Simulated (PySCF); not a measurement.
# HfH4O4 (SMILES O[Hf](O)(O)O): levels of theory compared

Aim: a comparison of 3 runs (CAM-B3LYP/def2-SVP, r2SCAN/def2-SVP, wB97X/def2-SVP) of HfH4O4. Input form: a Python script.

Program for the calculation: PySCF 2.14.0.

## (1) Starting point

The species is HfH4O4 (9 atoms), meant as a singlet with charge 0. As SMILES, `O[Hf](O)(O)O`. The shape is that of a PBE0-D4/def2-TZVP optimisation. This is one conformer, not always the lowest.

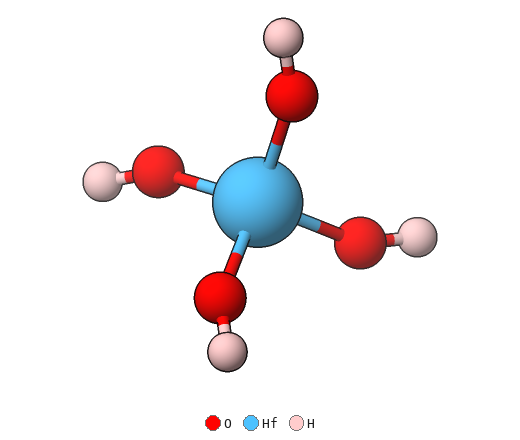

The structure, seen from a chosen angle (oxygen red, hafnium blue, hydrogen pink).

## (2) A single-point energy at CAM-B3LYP/def2-SVP (core potential) (run 1)

Input file run.py:

```python
# O[Hf](O)(O)O
from pyscf import gto, dft

molecule = gto.M(
    atom='''
O   -0.465480   0.093230   1.875660
Hf  -0.000030  -0.000030  -0.000040
O    1.882280   0.386640  -0.225910
O   -0.373310  -1.778130  -0.665360
O   -1.043620   1.298150  -0.984570
H   -0.650000  -0.255480   2.740830
H    2.637200   0.928630  -0.427210
H   -0.213580  -2.562040  -1.179310
H   -1.773460   1.889040  -1.134080
''',
    spin=0,
    basis='def2-svp',
    charge=0,
    verbose=3,
    max_memory=1860,
    ecp={'Hf': 'def2-svp'},
)

calc0 = dft.RKS(molecule)
calc0.xc = 'cam-b3lyp'
calc0.grids.level = 5
calc0.conv_tol = 1e-10
calc0.kernel()
if not calc0.converged:
    calc0 = calc0.newton().run(calc0.mo_coeff, calc0.mo_occ)

energy = calc0.e_tot
print('E(%s) = %.9f' % ('CAM-B3LYP', energy))
```

On the command line:

```console
OMP_NUM_THREADS=1 python run.py
```

Log:

```text
converged SCF energy = -351.211622822096
E(CAM-B3LYP) = -351.211622822
```

It took 29 s on 1 thread of Intel Xeon 6975P-C (Granite Rapids), shared host; peak memory 0.57 GiB.

## (3) The energy at r2SCAN/def2-SVP (core potential) (run 2)

Input file job.py:

```python
# O[Hf](O)(O)O
from pyscf import gto, dft

mol = gto.Mole()
mol.atom = '''
O     -0.879630     0.176179     3.544484
Hf    -0.000057    -0.000057    -0.000076
O      3.556994     0.730644    -0.426908
O     -0.705454    -3.360179    -1.257348
O     -1.972156     2.453148    -1.860568
H     -1.228322    -0.482787     5.179418
H      4.983586     1.754856    -0.807310
H     -0.403608    -4.841554    -2.228573
H     -3.351354     3.569768    -2.143101
'''
mol.unit = 'bohr'
mol.spin = 0
mol.basis = 'def2-svp'
mol.charge = 0
mol.max_memory = 1860
mol.verbose = 3
mol.ecp = {'Hf': 'def2-svp'}
mol.build()

mf = dft.RKS(mol)
mf.xc = 'r2scan'
mf.conv_tol = 1e-10
mf.grids.level = 5
mf.kernel()
if not mf.converged:
    mf = mf.newton().run(mf.mo_coeff, mf.mo_occ)

e_final = mf.e_tot
print(f'total energy: {e_final:.8f} hartree')
```

On the command line:

```console
OMP_NUM_THREADS=1 python job.py
```

Log:

```text
converged SCF energy = -351.221870748183
total energy: -351.22187075 hartree
```

Run time: 28 s. Hardware: 1 thread of Intel Xeon 6975P-C (Granite Rapids), shared host; peak memory 0.6 GiB.

## (4) The energy at wB97X/def2-SVP (core potential) (run 3)

Input file input.py:

```python
# O[Hf](O)(O)O
from pyscf import gto, dft

mol = gto.M(
    atom='''
O       -0.465480       0.093230       1.875660
Hf      -0.000030      -0.000030      -0.000040
O        1.882280       0.386640      -0.225910
O       -0.373310      -1.778130      -0.665360
O       -1.043620       1.298150      -0.984570
H       -0.650000      -0.255480       2.740830
H        2.637200       0.928630      -0.427210
H       -0.213580      -2.562040      -1.179310
H       -1.773460       1.889040      -1.134080
''',
    max_memory=1860,
    ecp={'Hf': 'def2-svp'},
    basis='def2-svp',
    verbose=4,
    spin=0,
)

mf = dft.RKS(mol)
mf.xc = 'wb97x'
mf.grids.level = 5
mf.conv_tol = 1e-10
mf.kernel()
if not mf.converged:
    mf = mf.newton().run(mf.mo_coeff, mf.mo_occ)

e_tot = mf.e_tot
print('E(%s) = %.9f' % ('WB97X', e_tot))
```

On the command line:

```console
OMP_NUM_THREADS=1 python input.py
```

Log:

```text
PySCF version 2.14.0

[... 76 lines left out ...]
converged SCF energy = -351.288175637153
E(WB97X) = -351.288175637
```

It took 25 s on 1 thread of Intel Xeon 6975P-C (Granite Rapids), shared host; peak memory 0.57 GiB.

## (5) The series

```csv
run,level,energy (Eh),dipole moment (D),HOMO energy (eV),LUMO energy (eV),wall time
1,CAM-B3LYP/def2-SVP (core potential),-351.211623,0.00,-9.73,0.90,29 s
2,r2SCAN/def2-SVP (core potential),-351.221871,0.00,-6.97,0.18,28 s
3,wB97X/def2-SVP (core potential),-351.288176,0.00,-10.78,2.07,25 s
```

## (6) Results

| quantity | value |
| --- | --- |
| run 3: total energy | -351.28818 Eh |
| run 3: dipole moment | 0.00 D |
| run 3: HOMO energy | -10.78 eV |
| run 3: LUMO energy | 2.07 eV |
| run 3: HOMO–LUMO gap | 12.85 eV |

**Reading.** The HOMO–LUMO gap runs from 7.15 eV (r2SCAN/def2-SVP) to 12.85 eV (wB97X/def2-SVP). Totals of different functionals can't be ranked against each other. All runs together took 82 s, the longest 29 s.
